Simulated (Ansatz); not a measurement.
# C2H5NSSi: the cost of one run

Method: RKS BHLYP-D4/def2-mTZVP, in Ansatz 0.2.0.

### 1 Starting point

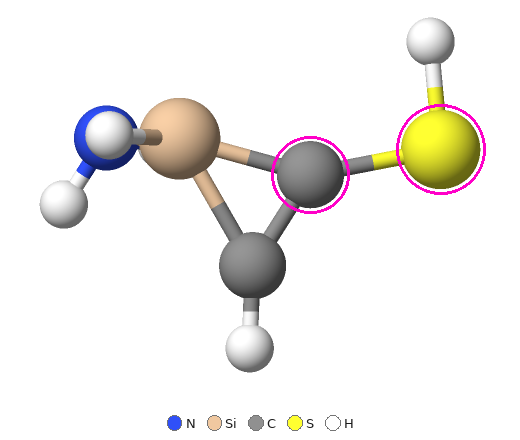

The starting structure, seen from a free direction (nitrogen blue, silicon light orange, carbon grey, sulfur yellow, hydrogen white). Ringed: C4, S5.

Structure file:

```xyz
10

N     0.3262    0.3218    1.8228
Si    0.8082   -0.2060    0.3137
C    -0.6465   -0.9736   -0.4740
C    -0.1170    0.1089   -1.0642
S    -0.5732    1.0360   -2.3603
H    -0.1361   -0.3886    2.3278
H    -0.4543    1.0305    1.6661
H     1.8632   -1.2541    0.4204
H    -1.3563   -1.7174   -0.4577
H     0.3689    1.9913   -2.1916
```

### 2 Relaxing end A

Contents of input.yaml:

```yaml
crystal:
  periodic: [false, false, false]
  atoms:
    - { symbol: "N", position_ang: [0.3262, 0.3218, 1.8228] }
    - { symbol: Si, position_ang: [0.8082, -0.206, 0.3137] }
    - { symbol: C, position_ang: [-0.6465, -0.9736, -0.474] }
    - { symbol: C, position_ang: [-0.117, 0.1089, -1.0642] }
    - { symbol: S, position_ang: [-0.5732, 1.036, -2.3603] }
    - { symbol: H, position_ang: [-0.1361, -0.3886, 2.3278] }
    - { symbol: H, position_ang: [-0.4543, 1.0305, 1.6661] }
    - { symbol: H, position_ang: [1.8632, -1.2541, 0.4204] }
    - { symbol: H, position_ang: [-1.3563, -1.7174, -0.4577] }
    - { symbol: H, position_ang: [0.3689, 1.9913, -2.1916] }
basis:
  gaussian: { orbitals: def2-mTZVP }
hamiltonian:
  xc: { name: BHLYP }
  dispersion: d4
relax:
  f_tol: 0.015
  max_steps: 40
```

Command:

```console
$ ansatz run input.yaml --threads 2 --pin off --max-ram 3072MiB --backend cpu --events-out ev --progress --plain --runs-dir out
```

Q: Estimate wall time and peak memory on 2 threads of Arm Neoverse V1, shared host.

About 49 s, with a peak of 0.26 GiB.
